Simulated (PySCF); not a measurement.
**H2P, doublet, SMILES `[PH2]`: what the electrons do**

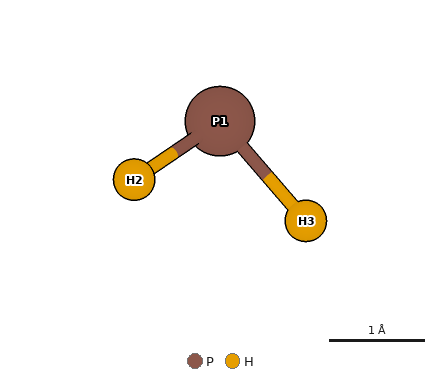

The molecule, with its atoms numbered as below. No frequency check shows the geometry to be a minimum.

Cartesian coordinates (Å):

```
P1      -0.0001   -0.1144    0.0000
H2       0.9966    0.8575    0.0000
H3      -0.9959    0.8582    0.0000
```

Part 1: Bonding charge

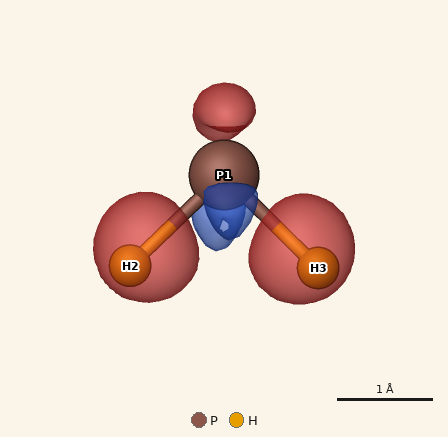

Deformation density (molecule less spherical, spin-averaged free atoms at the same positions), surfaces at ±0.09 e/Å³; red: gain, blue: loss.

Computed with PySCF, TPSSh/def2-SVP, geometry: GFN2-xTB. The stability of the open-shell solution wasn't checked. GFN2-xTB doesn't know the spin state, so this open-shell geometry is rough.

How much density has each bond gained at its critical point, relative to the free atoms?

Answer. P1–H3 and P1–H2: +0.17 e/Å³ at the bond critical point (bond length 1.39 Å, Mayer order 1.0). In all, 0.6 electrons gather in the regions of gain relative to the promolecule.

Part 2: Local ionisation energy

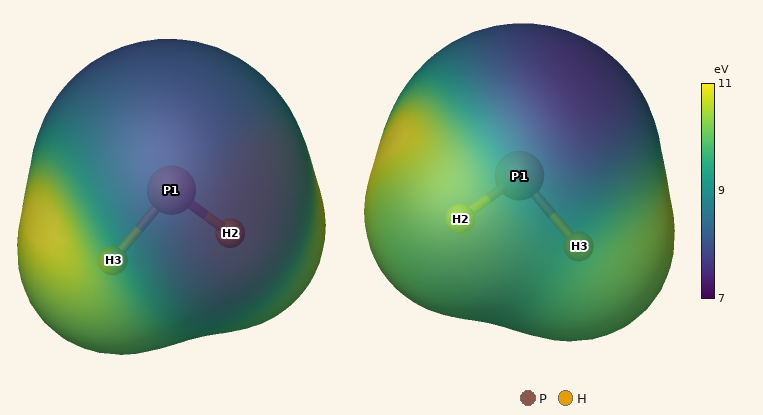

Average local ionisation energy on the surface of electron density 0.001 a.u. (back view left, front view right).

Locate the minima of the map.

Answer. The lowest value is 7.5 eV, 2.3 Å from P1, and at like points elsewhere. For comparison, the highest occupied orbital lies at −6.6 eV.

What volume does the surface enclose, and what is the dipole moment?

Answer. About 53 Å³; the dipole moment is 0.9 D.

Part 3: Spin density

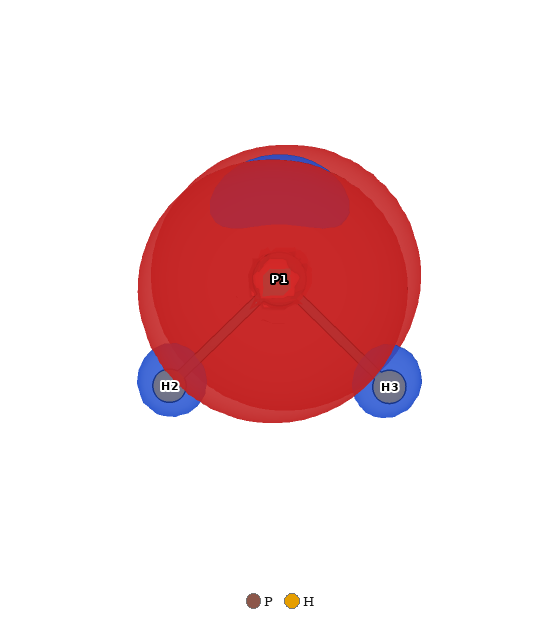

Spin density ρα − ρβ at ±0.02 e/Å³ (red: excess α, blue: excess β).

How is the spin shared among the atoms?

Answer. Hirshfeld spin populations: P1 +0.93. ⟨S²⟩ = 0.76, against 0.75 for a pure state. The picture also shows regions of β spin from spin polarisation; the Hirshfeld sums, whose atoms overlap, net them against the α spin of neighbours.

Part 4: In an electric field

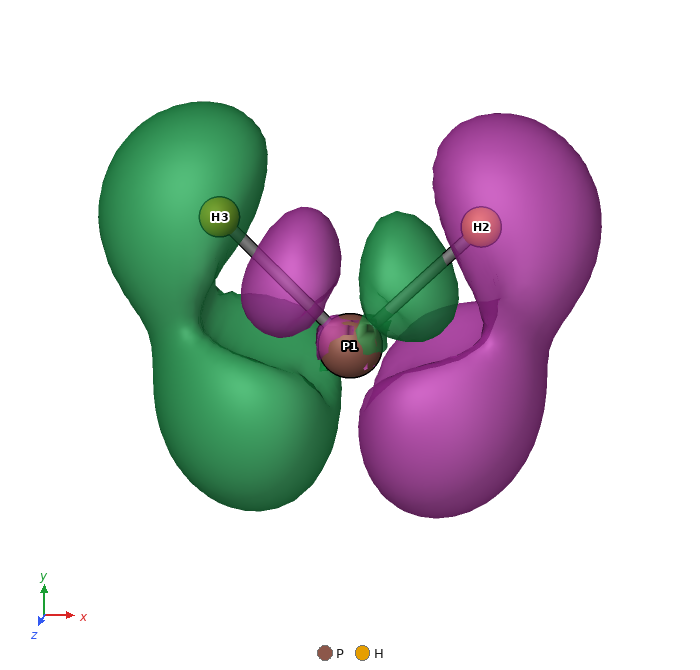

Change of the electron density in a uniform field of 0.10 V/Å, surfaces at ±0.0008 e/Å³ (green: gain, purple: loss).

Computed with PySCF, LDA (SVWN)/def2-TZVP, geometry: GFN2-xTB. A basis without diffuse functions makes polarisabilities too small. The stability of the open-shell solution wasn't checked. GFN2-xTB doesn't know the spin state, so this open-shell geometry is rough.

The field was applied in both directions; the picture shows the one opposite to the script's first.

Along which Cartesian direction does the field point?

Answer. Along +x: electrons gather on the −x side, against the field.

How large is the response?

Answer. The induced dipole is 0.13 D (along the field); α along this axis, from the fields in both directions, is 26 bohr³ (3.9 Å³).
